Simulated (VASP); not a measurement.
Band structure of SiC (zinc blende). Computed with Hartree-Fock, VASP's PBE PAW potentials (set 64) (plane waves; VASP).

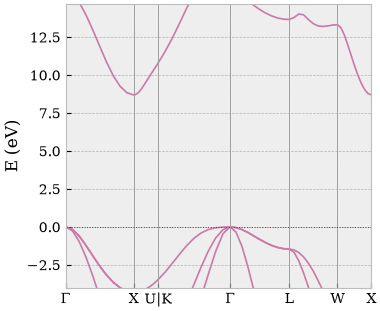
Bands along high-symmetry lines, zero at the valence-band maximum or, without a gap, the Fermi level

Question: Read the plot: is there a gap, and where are the band edges?

Answer: The gap is indirect, 8.69 eV, from the valence maximum at Γ to the conduction minimum at X.

Measured: gap 2.53 eV (computed value off by +6.16 eV), as given by Wei Chen et al., Physical Review Materials (2018), doi:10.1103/physrevmaterials.2.073803 [zero-point renormalisation of 0.11 eV added back (the table's ZPR column)].

The compound is SiC in the zinc blende structure. It was relaxed first. The cell's shape comes from a PBE relaxation.
